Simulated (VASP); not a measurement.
Band structure of Lu (hcp). All values below come from PBE GGA with D3 dispersion (zero damping), VASP's PBE PAW potentials (set 64) (plane waves; VASP).

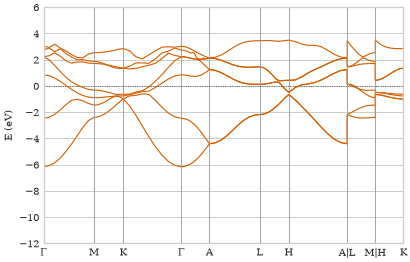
Bands along high-symmetry lines, zero at the valence-band maximum or, without a gap, the Fermi level

Task: Read the plot: is there a gap, and where are the band edges?

Result: It has no gap at this level: it comes out as a metal or semimetal. (Edges off the drawn lines would not show.)

The compound is Lu in the hcp structure. It was relaxed first.
